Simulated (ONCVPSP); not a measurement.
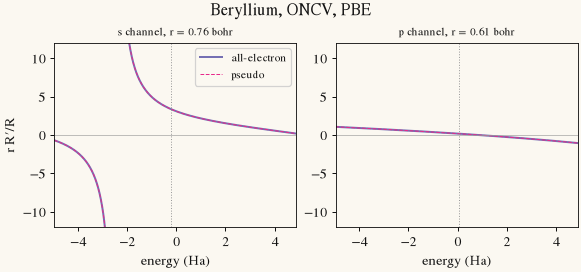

*Logarithmic derivatives r R′/R at the test radius against energy, all-electron atom (solid) and pseudo-atom (dashed). Here R(r) is the radial function. The dotted line marks the reference energy of the channel. Not drawn: d: not judged; f: not judged.*

- Poles, where the radial function vanishes at the test radius: s: all-electron at -2.5 Ha, pseudo at -2.5 Ha; p: all-electron at no energy in the range, pseudo at no energy in the range.
- Zeros of the logarithmic derivative: s: all-electron nowhere, pseudo nowhere; p: all-electron 0.8 Ha, pseudo 0.8 Ha.

# Run report: Be, pseudopotential generation

- system: beryllium (Be, Z = 4), core none, reference valence 1s2 2s2, valence charge 4.
- method: ONCV potential, PBE, scalar-relativistic, made with ONCVPSP 4.0.1

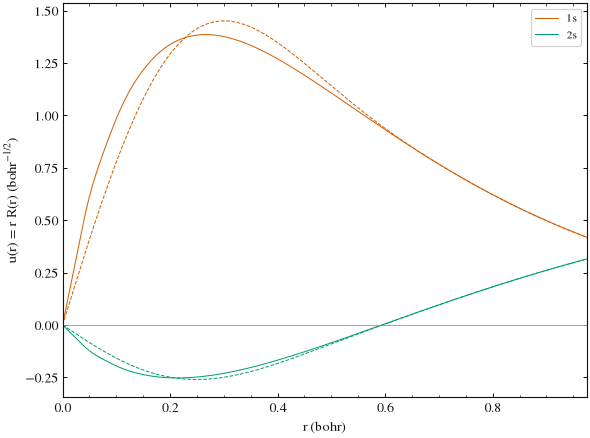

*All-electron valence functions (solid) with their pseudo partners (dashed). Reference configuration 1s2 2s2.*

- Matching radii: 1s at 0.75 bohr; 2s at 0.75 bohr. The curves merge smoothly, so the plot gives these only roughly.
- Nodes of the pseudo-waves: 1s has no node; 2s has a node at about 0.6 bohr. A node in 2s is expected, since a lower shell of the same l is also in the valence and the two must stay orthogonal.

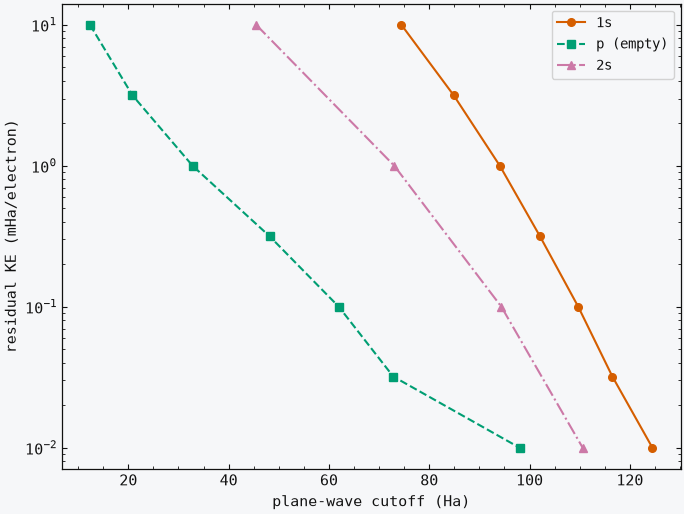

*Residual kinetic energy of the pseudo-waves (the first of each channel, and further valence shells) beyond the plane-wave cutoff, as the generator prints it.*

- Hardest wave at 1 mHa per electron: 1s, with rc = 0.75 bohr and qcut = 15.9 1/bohr. The optimisation minimises, but can't always remove, the kinetic energy above qcut²/2 = 126.4 Ha, and a larger rc would as a rule soften the wave at some cost in transferability.
- Cutoffs for 1 mHa per electron: 1s: 94 Ha; 2s: 73 Ha; p (empty): 33 Ha.
- Cutoffs for the occupied states: 94 Ha for 1 mHa and 110 Ha for 0.1 mHa per electron. The first is set by 1s.

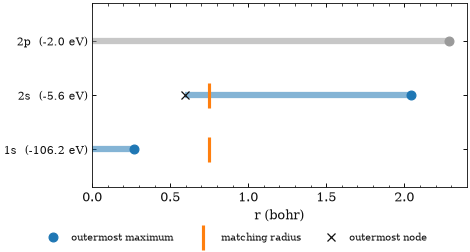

*Outer shells of the all-electron reference atom: each bar runs from the outermost node (or the nucleus) to the outermost maximum of u(r); the tick is the radius chosen for the pseudo-wave. Shells without a tick have no pseudo-wave of their own. Levels, nodes and maxima are from ld1.x, scalar-relativistic.*

- Radii against the shells: 1s: 0.75 bohr, outside the maximum; 2s: 0.75 bohr, between node and maximum.

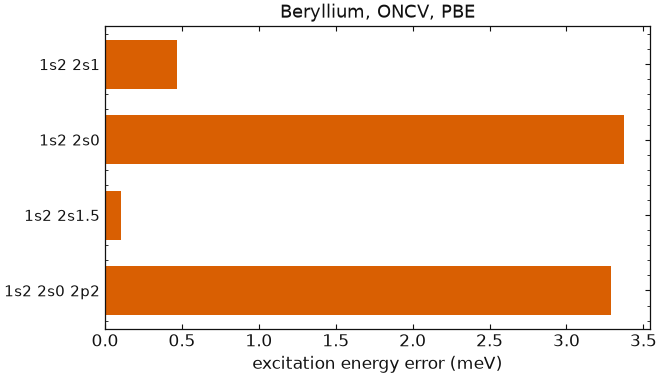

*Errors, all-electron minus pseudo, of the energies of valence configurations relative to the unpolarised reference 1s2 2s2.*

- Worst configuration: 1s2 2s0 (charge +2): the error is +3.4 meV on an all-electron energy of +27.50 eV relative to the reference, or 0.012 %.
- Configurations within 10 meV and within 50 meV: 4 and 4 of 4.

These pictures come from the run below.

Input file:
```
# ATOM AND REFERENCE CONFIGURATION
# atsym  z   nc   nv     iexc    psfile
  Be 4.00    0    2        4      upf
#
#   n    l    f
    1    0    2.00
    2    0    2.00
#
# PSEUDOPOTENTIAL AND OPTIMIZATION
# lmax
    1
#
#   l,   rc,      ep,       ncon, nbas, qcut
    0    0.75    0.00    4    8   15.90
    1    0.60    0.06    4    8   12.20
#
# LOCAL POTENTIAL
# lloc, lpopt,  rc(5),   dvloc0
    4    5    0.50   -1.00
#
# VANDERBILT-KLEINMAN-BYLANDER PROJECTORs
# l, nproj, debl
    0    2    1.60
    1    2    3.40
#
# MODEL CORE CHARGE
# icmod, fcfact, rcfact
    0    0.00    0.00
#
# LOG DERIVATIVE ANALYSIS
# epsh1, epsh2, depsh
   -5.00    5.00    0.04
#
# OUTPUT GRID
# rlmax, drl
    6.00    0.01
#
# TEST CONFIGURATIONS
# ncnf
    4
# nvcnf
#   n    l    f
    2
    1    0    2.00
    2    0    1.00
#
    2
    1    0    2.00
    2    0    0.00
#
    2
    1    0    2.00
    2    0    1.50
#
    3
    1    0    2.00
    2    0    0.00
    2    1    2.00
#
```

Command:
```bash
oncvpsp.x < Be.dat > Be.out
```

The program's output (extracts):
```
ONCVPSP  (Optimized Norm-Conservinng Vanderbilt PSeudopotential)
scalar-relativistic version 4.0.1

#   n    l    f        energy (Ha)
    1    0    2.00    -3.9032592E+00
    2    0    2.00    -2.0615309E-01

Reference configufation results
  iterations    23
  all-electron total energy (Ha)   -1.46328711D+01

Begin loop to  construct optimized pseudo wave functions
and semi-local pseudopoentials for all angular momenta

Calculating optimized projector #   1

 for l=   0

    Fraction of norm inside rc  0.896753
    Optimizing pswf for qcut=  15.92 a_B^-1,  ecut= 126.72 Ha
    Residual kinetic energy error=  7.27D-06 Ha

    Energy error per electron        Cutoff
         Ha          eV             Ha
         0.01000     0.27211       74.44
         0.00100     0.02721       94.07
         0.00010     0.00272      109.71
         0.00001     0.00027      124.49

Calculating optimized projector #   2

 for l=   0

    Fraction of norm inside rc  0.020224
    Optimizing pswf for qcut=  15.92 a_B^-1,  ecut= 126.72 Ha
    Residual kinetic energy error=  6.51D-07 Ha

    Energy error per electron        Cutoff
         Ha          eV             Ha
         0.01000     0.27211       45.49
         0.00100     0.02721       73.03
         0.00010     0.00272       94.38
         0.00001     0.00027      110.59

   Wellstate for l =  1  n =  2
     eigenvalue =   0.0600
     asymptotic potential =   0.5600
     half-point radius =  3.4836

   Wellstate for l =  1  n =  3
     eigenvalue =   3.4600
     asymptotic potential =   3.9600
     half-point radius =  1.6968

Calculating optimized projector #   1

 for l=   1

    Fraction of norm inside rc  0.016792
    Optimizing pswf for qcut=  12.22 a_B^-1,  ecut=  74.71 Ha
    Residual kinetic energy error=  2.65D-05 Ha

    Energy error per electron        Cutoff
         Ha          eV             Ha
         0.01000     0.27211       12.35
         0.00100     0.02721       32.81
         0.00010     0.00272       61.97
         0.00001     0.00027       98.01

Calculating optimized projector #   2

 for l=   1

    Fraction of norm inside rc  0.059481
    Optimizing pswf for qcut=  12.22 a_B^-1,  ecut=  74.71 Ha
    Residual kinetic energy error=  1.98D-04 Ha

    Energy error per electron        Cutoff
         Ha          eV             Ha
         0.01000     0.27211       28.79
         0.00100     0.02721       56.30
         0.00010     0.00272       82.04
         0.00001     0.00027      192.89

Construct Vanderbilt / Kleinmman-Bylander projectors

B matrix Hermiticity error, ll=   0
   1   2    1.5580E-04

  Orthonormal projector coefficients -9.3750E+00 -2.4439E+00

B matrix Hermiticity error, ll=   1
   1   2    3.2629E-05

  Orthonormal projector coefficients -3.9411E+01 -1.5842E+00

Pseudoatom total energy  -14.451178

Diagnostic tests using Vanderbilt-Kleinman-Bylander pseudopotentials
  1 or more projectors used as specified by nproj input data

   l    rcore       rmatch      e in        delta e   norm test  slope test

   0   0.7525286   0.7753770  -3.9032592  -0.0000053   1.0001094   1.0001063
   0   0.7525286   0.7753770  -0.2061531   0.0000047   1.0000452   1.0000430

   1   0.6031116   0.6214234   0.0600000  -0.0000556   1.0001244   1.0001244
   1   0.6031116   0.6214234   3.4600000  -0.0000107   1.0001815   1.0001815

 Testing for bound ghosts
   n   l    E NL Schr. Eq   E Basis Diag.   E Cutoff

   1   0       -3.903265       -3.902557    463.70
   2   0       -0.206148        0.725628    463.70

   2   1       -0.074165        1.288820    823.50

 Testing for highly-localized positive-energy ghosts
       l    <radius>/rc     E Basis Diag.   E Cutoff

Test configuration 0

   n   l     f        eae           eps        diff
   1   0  2.0000   -3.90325919   -3.90326454   -5.35D-06
   2   0  2.0000   -0.20615309   -0.20614838    4.71D-06

    Total energies and differences
      AE_ref= -1.46328711D+01  AE_tst= -1.46328711D+01  dif=  0.00D+00
      PS_ref= -1.44511777D+01  PS_tst= -1.44511777D+01  dif=  4.62D-14
      PSP excitation error= -4.62D-14

Test configuration 1

   n   l     f        eae           eps        diff
   1   0  2.0000   -4.32864212   -4.32748967    1.15D-03
   2   0  1.0000   -0.50348368   -0.50343689    4.68D-05

    Total energies and differences
      AE_ref= -1.46328711D+01  AE_tst= -1.42818952D+01  dif=  3.51D-01
      PS_ref= -1.44511777D+01  PS_tst= -1.41002191D+01  dif=  3.51D-01
      PSP excitation error=  1.73D-05

Test configuration 2

   n   l     f        eae           eps        diff
   1   0  2.0000   -4.86129754   -4.85786123    3.44D-03

    Total energies and differences
      AE_ref= -1.46328711D+01  AE_tst= -1.36223199D+01  dif=  1.01D+00
      PS_ref= -1.44511777D+01  PS_tst= -1.34407503D+01  dif=  1.01D+00
      PSP excitation error=  1.24D-04

Test configuration 3

   n   l     f        eae           eps        diff
   1   0  2.0000   -4.10095771   -4.10051614    4.42D-04
   2   0  1.5000   -0.34904321   -0.34902645    1.68D-05

    Total energies and differences
      AE_ref= -1.46328711D+01  AE_tst= -1.44946650D+01  dif=  1.38D-01
      PS_ref= -1.44511777D+01  PS_tst= -1.43129753D+01  dif=  1.38D-01
      PSP excitation error=  3.70D-06

Test configuration 4

   n   l     f        eae           eps        diff
   1   0  2.0000   -4.00010063   -3.99611799    3.98D-03
   2   1  2.0000   -0.10800269   -0.10799995    2.74D-06

    Total energies and differences
      AE_ref= -1.46328711D+01  AE_tst= -1.43663902D+01  dif=  2.66D-01
      PS_ref= -1.44511777D+01  PS_tst= -1.41848179D+01  dif=  2.66D-01
      PSP excitation error=  1.21D-04
```

Key numbers:

- outcome: generated
- cutoffs needed: 94 Ha and 110 Ha (the cutoffs at which the residual kinetic energy of the hardest occupied pseudo-wave falls to 1 and 0.1 mHa per electron)
- ghost test: no bound ghost flagged; no localised positive-energy state flagged
- largest excitation error: +3.4 meV (all-electron minus pseudo) for 1s2 2s0, out of 4 test configurations
- range over which the phases arctan(r R′/R) at the test radius agree within 0.05 rad (a looser test near the poles than one of phase shifts): s: over the whole range computed; p: over the whole range computed; d: not judged, local potential alone; f: not judged, local potential alone
- hardware: 1 CPU thread, shared host
- wall time: 2.6 s
